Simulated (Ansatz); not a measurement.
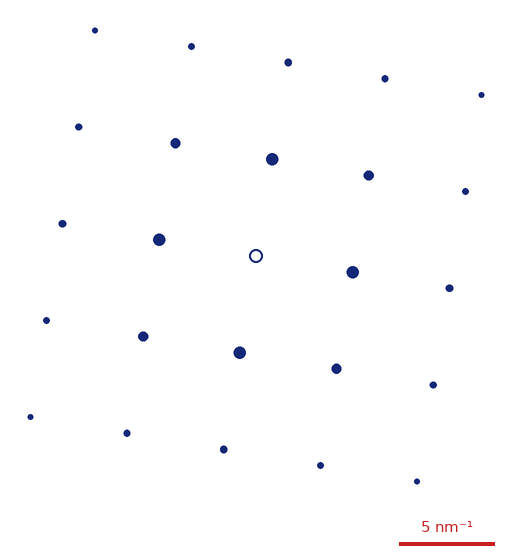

Simulated selected-area electron diffraction pattern (200 kV, kinematic approximation, thin crystal, B = 1 Å² for all atoms).

It belongs to Ir, space group Fm-3m (No. 225), a = 3.87 Å. Structure: the input geometry of an electronic-structure calculation (not necessarily at equilibrium).

```cif
data_structure
_symmetry_space_group_name_H-M 'Fm-3m'
_symmetry_Int_Tables_number 225
_cell_length_a 3.8707
_cell_length_b 3.8707
_cell_length_c 3.8707
_cell_angle_alpha 90.000
_cell_angle_beta 90.000
_cell_angle_gamma 90.000
_cell_volume 57.99
loop_
_atom_site_label
_atom_site_type_symbol
_atom_site_symmetry_multiplicity
_atom_site_Wyckoff_symbol
_atom_site_fract_x
_atom_site_fract_y
_atom_site_fract_z
_atom_site_occupancy
Ir1 Ir 4 a 0.00000 0.00000 0.00000 1
```

Question: Determine the zone axis from the geometry of the pattern.

Answer: The spots form a square net with both shortest vectors at d = 1.94 Å, 90.0° apart. They index as 2 0 0 and 0 2 0, so the zone axis is [001] (or an equivalent direction of <001>).

Question: Which reflections of this zone are missing, and why?

Answer: The lattice centring (F) removes all reflections that break h + k = 2n, h + l = 2n.

Question: List the strongest reflections.

Answer: Strongest reflections with d > 0.80 Å, one of each family (|F|² from tabulated Gaussian fits of the electron scattering factors, times a small damping for the curvature of the Ewald sphere):

```tsv
hkl	d (Å)	I (strongest = 100)
2 0 0	1.935	100
2 2 0	1.369	46
4 0 0	0.968	16
4 2 0	0.866	11
```
